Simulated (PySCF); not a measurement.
**CH2F (SMILES [CH2]F): UCCSDT/STO-3G**

What is the vertical doublet–quartet gap of CH2F at UCCSDT/STO-3G? The job is set up through a Python script.

The results are computed with PySCF 2.14.0.

11 further runs of the same task are left out: 3 that didn't finish, 8 set aside as unsound or not needed.

### 1 The system as given

The species is CH2F (4 atoms), meant as a doublet with charge 0. As SMILES, `[CH2]F`. Geometry: relaxed at PBE0-D4/def2-TZVP.

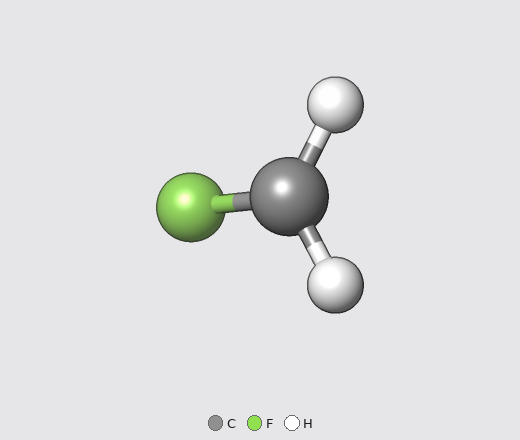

The structure, seen from a chosen angle (carbon grey, fluorine green, hydrogen white).

### 2 A single-point energy at UCCSDT/STO-3G

The input, job.py:

```python
from pyscf import gto, cc

system = gto.Mole()
system.atom = '''
C     -0.056881    -0.108848    -0.247743
F      1.795240     1.311470     0.688994
H     -1.789382     0.892518    -0.666128
H      0.051023    -2.095139     0.224877
'''
system.spin = 1
system.verbose = 3
system.unit = 'bohr'
system.basis = 'sto-3g'
system.max_memory = 1860
system.charge = 0
system.build()

mf = system.UHF()
mf.conv_tol = 1e-10
mf.kernel()
if not mf.converged:
    mf = mf.newton().run(mf.mo_coeff, mf.mo_occ)

mycc = cc.CCSDT(mf, frozen=2)
mycc.kernel()
e_tot = mycc.e_tot
print('E(%s) = %.9f' % ('CCSDT', e_tot))
```

Command:

```console
OMP_NUM_THREADS=1 python job.py
```

Log:

```text
converged SCF energy = -136.533336866691  <S^2> = 0.76084556  2S+1 = 2.0108163
_make_eris_incore_UCCSDT

WARN: A large `blksize_v_aaa` is being used, which may cause large memory consumption
      for storing contraction intermediates. If memory is sufficient, consider using
      `pyscf.cc.uccsdt_highm.UCCSDT` instead.

WARN: A large `blksize_v_aab` is being used, which may cause large memory consumption
      for storing contraction intermediates. If memory is sufficient, consider using
      `pyscf.cc.uccsdt_highm.UCCSDT` instead.

UCCSDT converged
E(UCCSDT) = -136.6123776315379   E_corr = -0.07904076484730066
E_corr(same-spin) = -0.00825873742344824
E_corr(oppo-spin) = -0.0707820274238524
E(CCSDT) = -136.612377632
```

Wall time 1.2 s (1 thread of Arm Neoverse V1, shared host); peak memory 0.12 GiB.

### 3 The quartet

The input, input.xyz:

```xyz
4
CH2F
C     -0.030100    -0.057600    -0.131100
F      0.950000     0.694000     0.364600
H     -0.946900     0.472300    -0.352500
H      0.027000    -1.108700     0.119000
```

The input, calc.py:

```python
from pyscf import gto, scf, cc

system = gto.M(
    atom='input.xyz',
    verbose=3,
    max_memory=1860,
    basis='sto-3g',
    spin=3,
)

hf = scf.UHF(system)
hf.conv_tol = 1e-10
hf.kernel()
if not hf.converged:
    hf = hf.newton().run(hf.mo_coeff, hf.mo_occ)

mycc = cc.CCSDT(hf, frozen=2)
mycc.kernel()
etot = mycc.e_tot
print('Final energy', etot)
```

Command:

```console
OMP_NUM_THREADS=1 python calc.py
```

Log:

```text
WARN: HOMO 0.424377572593753 >= LUMO -0.388340629113848

WARN: HOMO 0.150284891703356 >= LUMO 0.0887280534372896

converged SCF energy = -136.104172626682  <S^2> = 3.757161  2S+1 = 4.0035789
_make_eris_incore_UCCSDT

WARN: A large `blksize_v_aaa` is being used, which may cause large memory consumption
      for storing contraction intermediates. If memory is sufficient, consider using
      `pyscf.cc.uccsdt_highm.UCCSDT` instead.

WARN: A large `blksize_v_aab` is being used, which may cause large memory consumption
      for storing contraction intermediates. If memory is sufficient, consider using
      `pyscf.cc.uccsdt_highm.UCCSDT` instead.

UCCSDT converged
E(UCCSDT) = -136.152505310587   E_corr = -0.04833268390545786
E_corr(same-spin) = -0.00667287103130425
E_corr(oppo-spin) = -0.0416598128741536
Final energy -136.152505310587
```

Run time: 1.1 s. Hardware: 1 thread of Arm Neoverse V1, shared host; peak memory 0.1 GiB.

### 4 Outcome

At UCCSDT/STO-3G, 2 core orbitals frozen:

| quantity | value |
| --- | --- |
| doublet: total energy | -136.61238 Eh |
| doublet: dipole moment (Hartree–Fock density) | 0.91 D |
| doublet: HOMO energy (Hartree–Fock orbitals) (highest over α and β) | -8.43 eV |
| doublet: LUMO energy (Hartree–Fock orbitals) (lowest over α and β) | 8.72 eV |
| doublet: correlation energy (2 core orbitals frozen) | -79.0 mEh |
| doublet: ⟨S²⟩ of the reference determinant | 0.761 |
| doublet: T1 diagnostic | 0.015 |
| quartet: total energy | -136.15251 Eh |
| quartet: dipole moment (Hartree–Fock density) | 1.40 D |
| quartet: HOMO energy (Hartree–Fock orbitals) (highest over α and β) | 0.78 eV |
| quartet: LUMO energy (Hartree–Fock orbitals) (lowest over α and β) | 6.20 eV |
| quartet: correlation energy (2 core orbitals frozen) | -48.3 mEh |
| quartet: ⟨S²⟩ of the reference determinant | 3.757 |
| quartet: T1 diagnostic | 0.016 |
| vertical energy of the quartet above the doublet | 12.514 eV |

At this shape the quartet lies 12.51 eV (1207 kJ/mol) above the doublet. In a minimal basis such a difference can be off by several eV, whatever the method. Mulliken charges (doublet) of the mean-field density run from -0.14 on F2 to +0.06 on H3; they depend strongly on the basis.
